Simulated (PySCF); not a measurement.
# GeF₂: structure of the triplet

Aim: relax GeF₂ as a triplet from a linear start, check by its vibrations whether the end is a minimum, and collect its spectrum and constants.

Method: B3LYP, basis Ge def2-TZVP, F def2-TZVP, no relativity, density fitting; program: PySCF 2.14.0.

### 1 The system as given

3 atoms, charge 0, spin multiplicity 3.

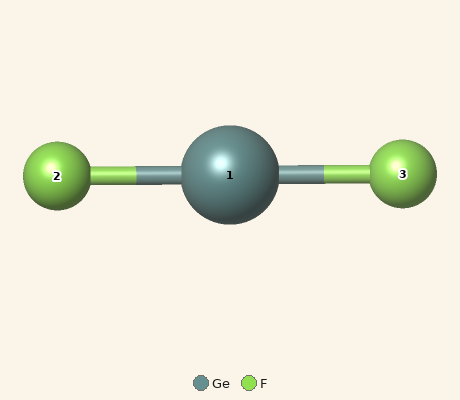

As it starts; germanium teal, fluorine green; atoms are numbered from 1 in the order of the file.

Coordinates in bohr (charge 0 multiplicity 3):
```
Ge    0.0000    0.0000    0.0000
F     0.0000    0.0000    3.4960
F     0.0000    0.0000   -3.4960
```

### 2 Finding the electronic state

One driver script runs all steps and calls PySCF; scf.py shows how it sets up the SCF of each step. The optimiser is the driver's own. After this first run the driver tries any further starts and a stability analysis.

The input, scf.py:

```python
from pyscf import gto, scf, dft
mol = gto.M(atom='''
Ge     0.000000     0.000000     0.000000
F      0.000000     0.000000     1.850000
F      0.000000     0.000000    -1.850000''',
    basis={'Ge': 'def2-TZVP', 'F': 'def2-TZVP'},
    charge=0, spin=2)
mf = dft.UKS(mol, xc='B3LYP')
mf.grids.atom_grid = (50, 194)
aux = {'Ge': 'def2-universal-JKFIT', 'F': 'def2-universal-JKFIT'}
mf = mf.density_fit(auxbasis=aux)
mf.conv_tol = 1e-08
mf.diis_space = 10
mf.max_cycle = 60
mf.init_guess = 'minao'
mf.verbose = 4
mf.kernel()
```

On the command line:

```
$ OMP_NUM_THREADS=4 python axn.py task.json out
```

The program printed:

```text
init E= -2276.12995430089
[... the frontier-level lines of each cycle are left out ...]
cycle= 1 E= -2276.56392257476  delta_E= -0.434  |g|= 0.806  |ddm|= 1.38
cycle= 2 E= -2275.52258920373  delta_E= 1.04  |g|= 1.95  |ddm|=  1.4
cycle= 3 E= -2276.7456640611  delta_E= -1.22  |g|= 0.198  |ddm|= 1.01
cycle= 4 E= -2276.75361467444  delta_E= -0.00795  |g|= 0.0705  |ddm|= 0.112
cycle= 5 E= -2276.7547663729  delta_E= -0.00115  |g|= 0.0137  |ddm|= 0.0326
cycle= 6 E= -2276.75485579808  delta_E= -8.94e-05  |g|= 0.00186  |ddm|= 0.0125
cycle= 7 E= -2276.75485924702  delta_E= -3.45e-06  |g|= 0.000454  |ddm|= 0.00365
cycle= 8 E= -2276.75485939062  delta_E= -1.44e-07  |g|= 0.000121  |ddm|= 0.000738
cycle= 9 E= -2276.75485940041  delta_E= -9.78e-09  |g|= 3.15e-05  |ddm|= 0.000161
Extra cycle  E= -2276.75485940026  delta_E= 1.51e-10  |g|= 4.88e-05  |ddm|= 4.2e-05
converged SCF energy = -2276.75485940026  <S^2> = 2.005826  2S+1 = 3.0038815
```

This step, with its further starts and checks, took 14 s on 4 threads of Arm Neoverse N1, shared host.

Energies from each starting density:

```tsv
start	energy (Eh)
the minimal-basis guess	-2276.754859
a thermally smeared density	-2276.754859
a smeared PBE density	-2276.754859
```

No lower solution of this spin turned up from the other starts or in the test of internal stability.

### 3 Linear start, triplet: relaxation

The program finds D∞h symmetry in the start, which this walk keeps.

Edit scf.py of step 2 so:

```diff
@@ -15 +14,0 @@
-mf.init_guess = 'minao'
```

The optimiser's trace:

```tsv
step	energy (Eh)	change (kJ/mol)	largest symmetric gradient (Eh/bohr)
0	-2276.754859	0.00	0.01464
1	-2276.756161	-3.42	0.00132
2	-2276.756170	-3.44	0.00020
3	-2276.756170	-3.44	0.00000
```

The walk took 9.3 s.

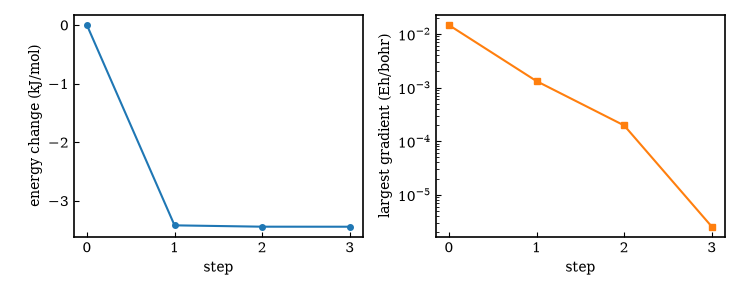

How energy and gradient fall.

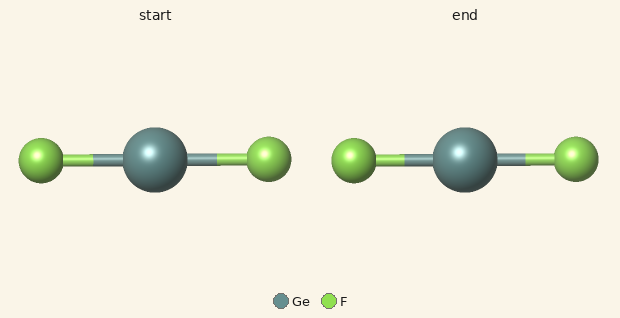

Start and end of the relaxation.

After 3 steps and 3.4 kJ/mol it ends at D∞h: Ge–F 1.805 Å (×2); F–Ge–F 180.0°.

### 4 Hessian and properties

The point is checked on the finer grid, and tightened if its gradient asks for it. The Hessian and the dipole derivatives come from central differences of analytic gradients, with steps of 0.02 bohr.

Edit scf.py of step 3 so:

```diff
@@ -3,3 +3,3 @@
-Ge     0.000000     0.000000     0.000000
-F      0.000000     0.000000     1.850000
-F      0.000000     0.000000    -1.850000''',
+Ge    -0.000000     0.000000     0.000000
+F      0.000000    -0.000000     1.805269
+F     -0.000000    -0.000000    -1.805269''',
@@ -9 +9 @@
-mf.grids.atom_grid = (50, 194)
+mf.grids.atom_grid = (75, 302)
@@ -12 +12 @@
-mf.conv_tol = 1e-08
+mf.conv_tol = 1e-10
```

The driver hands on the density of the step before, so the log starts near convergence.

Log of the central SCF (cycles and frontier levels):

```text
init E= -2276.75611465272
[... the frontier-level lines of each cycle are left out ...]
cycle= 1 E= -2276.75611465272  delta_E= -1.82e-12  |g|= 7.37e-06  |ddm|= 6.66e-06
Extra cycle  E= -2276.75611465269  delta_E= 3.09e-11  |g|= 1.15e-05  |ddm|= 8.77e-06
converged SCF energy = -2276.75611465269  <S^2> = 2.0049921  2S+1 = 3.0033262
```

The whole step took 29 s.

Geometry: D∞h; Ge–F 1.805 Å (×2); F–Ge–F 180.0°.

Modes, for the most abundant isotopes:

```json
{"ω (cm⁻¹)": "167i", "IR (km/mol)": "2.3", "μ (u)": "25.41", "type": "bend"}
{"ω (cm⁻¹)": "220", "IR (km/mol)": "20.5", "μ (u)": "25.41", "type": "bend"}
{"ω (cm⁻¹)": "520", "IR (km/mol)": "0.0", "μ (u)": "19.00", "type": "stretch"}
{"ω (cm⁻¹)": "569", "IR (km/mol)": "96.3", "μ (u)": "25.41", "type": "stretch"}
```

1 mode is imaginary, the largest at 167i cm⁻¹: a saddle point, not a minimum.

Here the density breaks the symmetry of the frame, and no labels are given; pairs that should be degenerate can split.

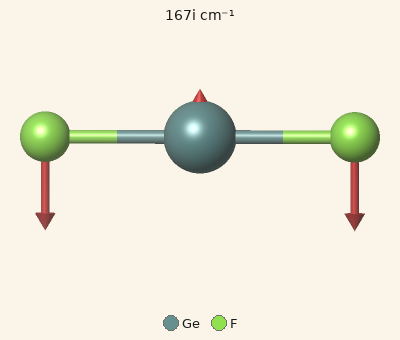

The imaginary mode, as arrows.

Properties at this point:

```
Dipole moment                                                   : 0.00 D
Highest occupied level                                          : -5.20 eV
Lowest empty level                                              : -5.67 eV
Rotational constants                                            : 0.1361 cm⁻¹
Zero-point energy (real modes)                                  : 7.8 kJ/mol
Principal polarisabilities                                      : 25.3, 26.3, 41.5 bohr³
Atomisation energy without zero-point energy                    : 658 kJ/mol
Principal traceless quadrupole moments about the centre of mass : -8.21, 0.85, 7.36 D Å
Spin squared ⟨S²⟩                                               : 2.005
```

Populations by atom (charges in e):

| atom | Mulliken | Löwdin | polar tensor | spin (Mulliken) | Mayer order to Ge1 |
| --- | --- | --- | --- | --- | --- |
| Ge1 | 0.64 | 0.35 | 0.85 | 1.52 | – |
| F2,3 | -0.32 | -0.17 | -0.42 | 0.24 | 0.92 |

Mulliken populations on Ge1: s 7.49, p 13.60, d 10.21, f 0.07.

### 5 Leaving the saddle point

The start is the last point, displaced along its most imaginary mode.

The program finds C2v symmetry in the start, which this walk keeps. The walk stops when the largest gradient is under 0.0003 Eh/bohr and the energy has settled too.

Edit scf.py of step 4 so:

```diff
@@ -3,3 +3,3 @@
-Ge    -0.000000     0.000000     0.000000
-F      0.000000    -0.000000     1.805269
-F     -0.000000    -0.000000    -1.805269''',
+Ge     0.033001    -0.052111     0.000000
+F     -0.064203     0.101381     1.805269
+F     -0.064203     0.101381    -1.805269''',
@@ -9 +9 @@
-mf.grids.atom_grid = (75, 302)
+mf.grids.atom_grid = (50, 194)
@@ -12 +12 @@
-mf.conv_tol = 1e-10
+mf.conv_tol = 1e-08
```

Energy and gradient, step by step:

```tsv
step	energy (Eh)	change (kJ/mol)	largest symmetric gradient (Eh/bohr)
0	-2276.757536	0.00	0.00595
1	-2276.759717	-5.73	0.00886
2	-2276.763204	-14.88	0.01052
3	-2276.767017	-24.89	0.01442
4	-2276.772328	-38.84	0.02349
5	-2276.775791	-47.93	0.00311
6	-2276.776221	-49.06	0.00062
7	-2276.776223	-49.06	0.00019
```

The walk took 18 s.

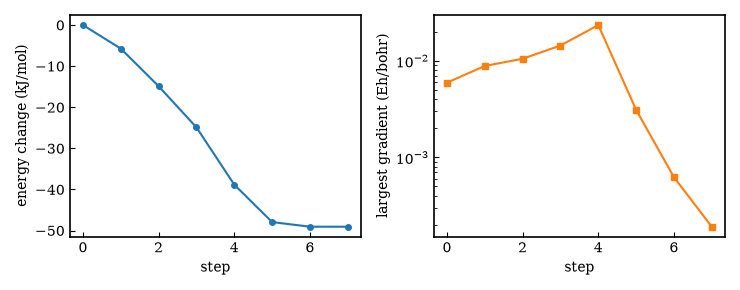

How energy and gradient fall.

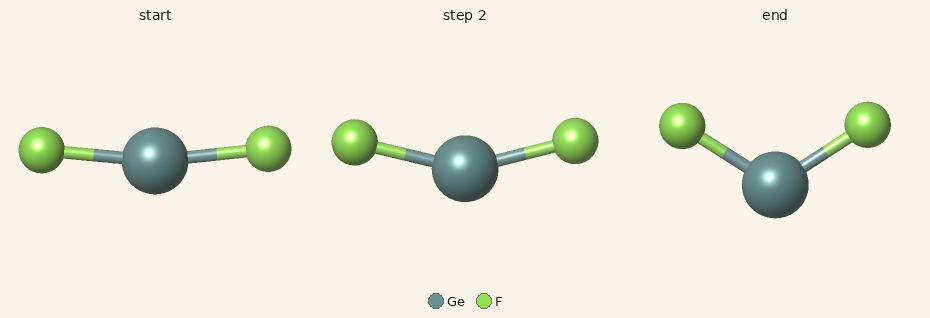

Start and end of the relaxation, with a step between.

It settles in C2v symmetry, 49.1 kJ/mol below the start, after 7 steps: Ge–F 1.756 Å (×2); F–Ge–F 114.6°.

### 6 Hessian and properties

The same treatment as at the point before.

Edit scf.py of step 5 so:

```diff
@@ -3,3 +3,3 @@
-Ge     0.033001    -0.052111     0.000000
-F     -0.064203     0.101381     1.805269
-F     -0.064203     0.101381    -1.805269''',
+Ge     0.172845    -0.272935     0.000000
+F     -0.335484     0.529753     1.476481
+F     -0.335484     0.529753    -1.476481''',
@@ -9 +9 @@
-mf.grids.atom_grid = (50, 194)
+mf.grids.atom_grid = (75, 302)
@@ -12 +12 @@
-mf.conv_tol = 1e-08
+mf.conv_tol = 1e-10
```

SCF at the final geometry:

```text
init E= -2276.77634298268
[... the frontier-level lines of each cycle are left out ...]
cycle= 1 E= -2276.77634298267  delta_E= 1.36e-11  |g|= 5.15e-06  |ddm|= 3.91e-06
Extra cycle  E= -2276.77634298265  delta_E= 2.18e-11  |g|= 1.02e-05  |ddm|= 7.12e-06
converged SCF energy = -2276.77634298265  <S^2> = 2.0031694  2S+1 = 3.0021122
```

The whole step took 33 s on 4 threads of Arm Neoverse N1, shared host.

Geometry: C2v; Ge–F 1.756 Å (×2); F–Ge–F 114.5°.

Modes, for the most abundant isotopes:

```tsv
symmetry	ω (cm⁻¹)	IR (km/mol)	type
a1	175	9.4	bend
a1	630	30.4	stretch
b2	668	80.7	stretch
```

All wavenumbers are real: a minimum.

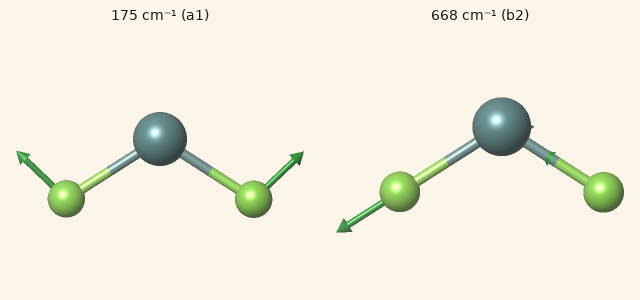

How the atoms move in 2 of the modes.

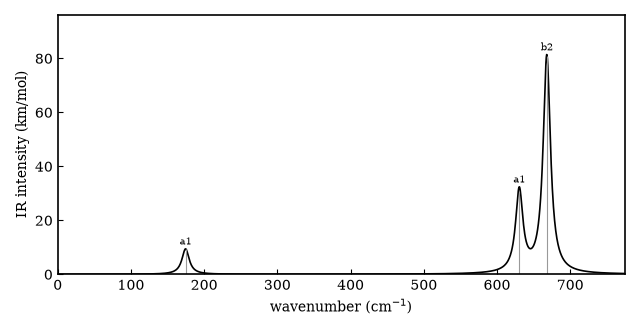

The harmonic infrared spectrum (widths in cm⁻¹). Lines are broadened to a width of 12 cm⁻¹ (Lorentzian).

Properties at this point:

```yaml
Dipole_moment: 1.91 D
Highest_occupied_level: -5.13 eV
Lowest_empty_level: -6.49 eV
Rotational_constants: 0.7441, 0.2035, 0.1598 cm⁻¹
Zero-point_energy: 8.8 kJ/mol
Principal_polarisabilities: 27.1, 27.8, 33.3 bohr³
Atomisation_energy_without_zero-point_energy: 711 kJ/mol
Principal_traceless_quadrupole_moments_about_the_centre_of_mass: -4.01, 0.46, 3.55 D Å
Entropy_at_298.15_K_and_1_bar_electronic_part_spin_only: 283.4 J/(mol K)
Heat_capacity_Cp_at_298.15_K: 48.9 J/(mol K)
Enthalpy_at_298.15_K_above_0_K: 12.21 kJ/mol
Rotational_symmetry_number: 2
Spin_squared_⟨S²⟩: 2.003
```

Charges (e) and bond orders:

```csv
atom,Mulliken,Löwdin,polar tensor,spin (Mulliken),Mayer order to Ge1
Ge1,0.62,0.27,0.91,1.65,–
"F2,3",-0.31,-0.13,-0.46,0.17,0.98
```

Outer orbital energies (eV). α occupied: -16.08, -13.80, -12.57, -12.53, -12.10, -11.89, -9.92, -5.13; empty: -0.80, -0.21, 5.07, 5.12. β occupied: -31.86, -31.50, -15.01, -12.80, -12.18, -12.06, -11.70, -11.65; empty: -6.49, -1.79, 0.02, 0.58.

Mulliken populations on Ge1: s 7.35, p 13.73, d 10.23, f 0.07.

### 7 The points found, side by side

| spin | group | bonds | imaginary modes (cm⁻¹) | ΔE (kJ/mol) | with zero-point energy |
| --- | --- | --- | --- | --- | --- |
| triplet | C2v | Ge–F 1.756 Å (×2) | none | 0.0 | 0.0 |
| triplet | D∞h (density of lower symmetry) | Ge–F 1.805 Å (×2) | 167i | 53.1 | – |

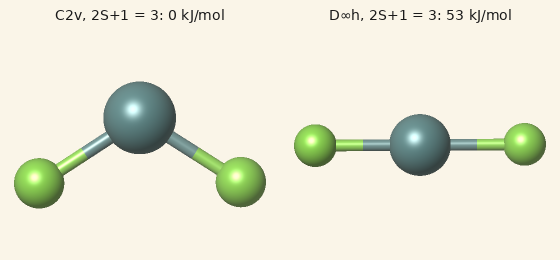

The points, lowest first (germanium teal, fluorine green).

### 8 Results

```
                                          quantity                             value
                                           minimum                      triplet, C2v
                                          geometry  Ge–F 1.756 Å (×2); F–Ge–F 114.5°
                                wavenumbers (cm⁻¹)      175 (a1), 630 (a1), 668 (b2)
                                     dipole moment                            1.91 D
highest occupied, lowest empty level (either spin)                   -5.13, -6.49 eV
                        polar-tensor charge of Ge1                           +0.91 e
                                 zero-point energy                        8.8 kJ/mol
                               entropy at 298.15 K                   283.4 J/(mol K)
         atomisation energy (no zero-point energy)                        711 kJ/mol
                                              ⟨S²⟩                             2.003
```

In words: From D∞h at the start the molecule goes to a C2v minimum, after a stop at a saddle point 53.1 kJ/mol higher, from which it was pushed off along an imaginary mode. An empty level of one spin lies below a filled level of the other, which hints that a lower spin is more stable. The strongest infrared band lies at 668 cm⁻¹ (b2, stretch). Most of the spin sits on Ge1 (Mulliken spin 1.65, against 2 for the whole molecule). Other starts or spin states, not run here, may lie lower.

The search up to here took 1.7 min.
